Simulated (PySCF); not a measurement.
# Geometry relaxation, with input and output: C3H9Al

The run: geometry relaxation of C3H9Al, SMILES [CH3][Al]([CH3])[CH3]. Method and program: PBE0-D3(BJ)/def2-SVPD geometry optimisation, gas phase (PySCF 2.14.0).

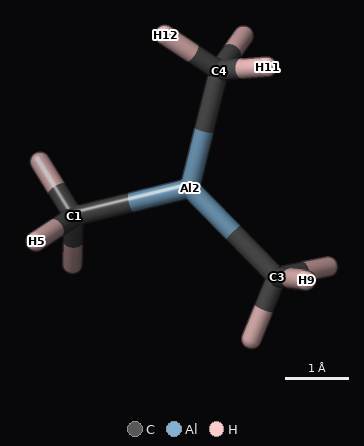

*The starting structure (stick view, seen at a tilt; atoms are numbered from 1 in the order of the input). Sticks mark near contacts.*

Bond lengths as drawn: Al–C 1.99 to 2.00 Å and C–H 1.10 Å.

The input
```
{"job": {"xc": "PBE0", "basis": "def2-SVPD", "d3": "d3bj", "grid": 2, "kind": "geom"}, "charge": 0, "multiplicity": 1}
C     -0.245360    -0.932401     1.749996
Al     0.001652    -0.002553     0.002137
C      1.012933    -0.886954    -1.472554
C     -0.766401     1.817765    -0.274944
H      0.623721    -0.828402     2.408509
H     -0.407451    -2.009013     1.631334
H     -1.102420    -0.540961     2.308733
H      1.433299    -1.851658    -1.168635
H      1.849215    -0.277993    -1.832099
H      0.386710    -1.081556    -2.349952
H     -0.154922     2.428164    -0.948222
H     -0.862765     2.376020     0.662655
H     -1.768212     1.789543    -0.716960
```

The first line tells a small driver script what to run in PySCF; the rest is the geometry in Å.

Run as:
```bash
OMP_NUM_THREADS=1 python <driver script> task.json out
```

What the program printed
```
step   0  E = -361.76211672  max force = 0.010133
step   1  E = -361.76041368  max force = 0.007438
step   2  E = -361.76207133  max force = 0.005195
step   3  E = -361.76349873  max force = 0.000930
step   4  E = -361.76350513  max force = 0.000304
optimisation converged
```

Trajectory as extended XYZ (Å, eV, eV/Å), 5 frames, from step=0 to step=4
```
13
Properties=species:S:1:pos:R:3:forces:R:3 step=0 energy=-9844.04861
C    -0.2454   -0.9324    1.7500   -0.0736   0.2610  -0.5211
Al    0.0016   -0.0026    0.0021   -0.0048   0.0153  -0.0203
C     1.0129   -0.8870   -1.4726   -0.2394   0.1390   0.5095
C    -0.7664    1.8178   -0.2749    0.3250  -0.4563   0.1402
H     0.6237   -0.8284    2.4085    0.2653   0.0667   0.0998
H    -0.4074   -2.0090    1.6313    0.0043  -0.2416  -0.0878
H    -1.1024   -0.5410    2.3087   -0.1680   0.1302   0.0907
H     1.4333   -1.8517   -1.1686    0.0611  -0.1876   0.0985
H     1.8492   -0.2780   -1.8321    0.1627   0.2176  -0.0555
H     0.3867   -1.0816   -2.3500   -0.2113   0.0109  -0.1884
H    -0.1549    2.4282   -0.9482    0.1495   0.0794  -0.1767
H    -0.8628    2.3760    0.6627   -0.0243   0.0633   0.2261
H    -1.7682    1.7895   -0.7170   -0.2467  -0.0979  -0.1149
13
Properties=species:S:1:pos:R:3:forces:R:3 step=1 energy=-9844.00226
C    -0.8219    0.1001    1.7913    0.1834  -0.3825   0.0594
Al   -0.0007    0.0007    0.0119    0.0149  -0.0353   0.0094
C     0.9935   -1.6029   -0.5332    0.0425   0.2700  -0.3461
C    -0.1716    1.5006   -1.2413   -0.2486   0.1909   0.2267
H    -0.0351    0.3377    2.5315   -0.0207   0.0162  -0.0079
H    -1.1283   -0.9361    2.0284   -0.0682   0.0923   0.1157
H    -1.6705    0.7624    2.0030   -0.0242   0.0995  -0.1666
H     1.1878   -2.4417    0.1446   -0.0892   0.0420   0.1793
H     1.9666   -1.2450   -0.9189    0.0138  -0.1113   0.0115
H     0.4763   -2.0057   -1.4246    0.0432  -0.0591   0.0269
H     0.6374    1.7428   -1.9438    0.1101  -0.1436   0.0382
H    -0.3416    2.3874   -0.6019    0.0236   0.0532  -0.1654
H    -1.0915    1.3992   -1.8459    0.0193  -0.0322   0.0189
13
Properties=species:S:1:pos:R:3:forces:R:3 step=2 energy=-9844.04737
C    -0.8129    0.0798    1.7936    0.0847  -0.2671   0.0784
Al   -0.0004    0.0010    0.0120   -0.0030   0.0043   0.0038
C     0.9965   -1.5890   -0.5494    0.0755   0.1151  -0.2546
C    -0.1839    1.5083   -1.2289   -0.1608   0.1661   0.1693
H    -0.0337    0.3291    2.5373   -0.0206   0.0212  -0.0026
H    -1.1449   -0.9409    2.0558   -0.0375   0.0617   0.0683
H    -1.6549    0.7633    1.9686    0.0018   0.0742  -0.1083
H     1.1679   -2.4083    0.1607   -0.0670   0.0410   0.1088
H     1.9812   -1.2580   -0.9272    0.0027  -0.0756   0.0119
H     0.4855   -2.0152   -1.4328    0.0322  -0.0417   0.0259
H     0.6398    1.7116   -1.9277    0.0647  -0.1092   0.0085
H    -0.3413    2.4181   -0.6221    0.0122   0.0345  -0.1026
H    -1.0987    1.3999   -1.8387    0.0151  -0.0244  -0.0068
13
Properties=species:S:1:pos:R:3:forces:R:3 step=3 energy=-9844.08621
C    -0.8010    0.0400    1.8056   -0.0004  -0.0221  -0.0035
Al   -0.0001    0.0015    0.0142   -0.0008   0.0073  -0.0080
C     1.0104   -1.5689   -0.5899    0.0059  -0.0008  -0.0208
C    -0.2100    1.5305   -1.2002   -0.0002   0.0155   0.0478
H    -0.0386    0.3151    2.5560    0.0032   0.0171   0.0029
H    -1.1855   -0.9449    2.1169   -0.0058  -0.0003  -0.0115
H    -1.6191    0.7705    1.9030    0.0055   0.0054   0.0045
H     1.1306   -2.3450    0.1810    0.0004  -0.0026  -0.0010
H     2.0168   -1.2923   -0.9473    0.0048   0.0091   0.0178
H     0.5132   -2.0408   -1.4555   -0.0132  -0.0069   0.0086
H     0.6371    1.6456   -1.8945   -0.0062  -0.0042  -0.0169
H    -0.3413    2.4843   -0.6643    0.0081  -0.0048  -0.0006
H    -1.1122    1.4039   -1.8238   -0.0014  -0.0127  -0.0192
13
Properties=species:S:1:pos:R:3:forces:R:3 step=4 energy=-9844.08639
C    -0.8002    0.0387    1.8049   -0.0009  -0.0048   0.0032
Al    0.0002    0.0022    0.0137    0.0014  -0.0004  -0.0033
C     1.0103   -1.5684   -0.5902    0.0021  -0.0044  -0.0109
C    -0.2104    1.5314   -1.1989    0.0011   0.0076   0.0156
H    -0.0381    0.3147    2.5555   -0.0012   0.0040  -0.0007
H    -1.1864   -0.9459    2.1146   -0.0012   0.0009  -0.0051
H    -1.6172    0.7705    1.9022    0.0008   0.0025   0.0032
H     1.1292   -2.3438    0.1817    0.0002  -0.0007   0.0004
H     2.0177   -1.2916   -0.9446    0.0002   0.0037   0.0069
H     0.5127   -2.0416   -1.4548   -0.0018  -0.0012   0.0044
H     0.6350    1.6443   -1.8958   -0.0039  -0.0007  -0.0078
H    -0.3400    2.4859   -0.6642    0.0026  -0.0018  -0.0019
H    -1.1127    1.4032   -1.8229    0.0006  -0.0048  -0.0039
```

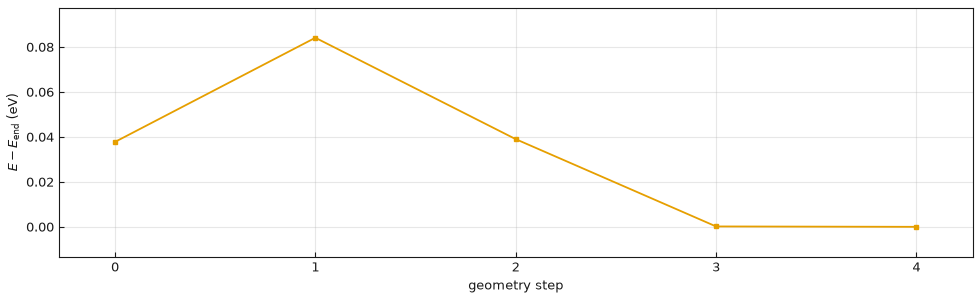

*Progress of the relaxation, step by step (steps are counted from 0).*

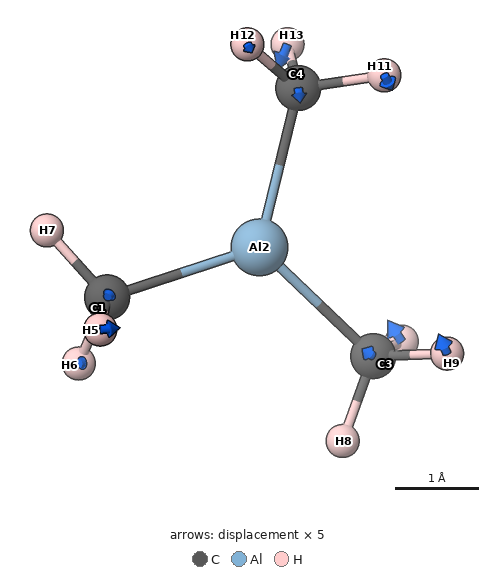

*The starting structure with the displacements as blue arrows, magnified 5 times (ball-and-stick view, seen at a tilt). The two geometries are laid on each other by the best rigid fit.*

The energy falls by 0.038 eV in 4 geometry steps. Largest force component: 0.52 eV/Å at the start, 0.016 eV/Å at the end. H13 moves most after the best rigid fit: 0.070 Å. By element the largest moves are H 0.070 Å, C 0.041 Å, Al 0.011 Å. Distances before and after: Al2–C3 1.995 → 1.963 Å, Al2–C4 1.995 → 1.963 Å, C1–H5 1.095 → 1.105 Å. Among the angles that change: Al2–C1–H5 112.6° → 110.1°. (Atoms are counted from 1 in the order of the input.)

Key numbers

| quantity | value |
| --- | --- |
| outcome | converged |
| total energy | −361.763505 hartree |
| dipole moment | 0.00 D |
| point group | C1 |
| hardware | 1 CPU thread, shared host |
| wall time | 46 s |
| peak memory | 0.66 GiB |
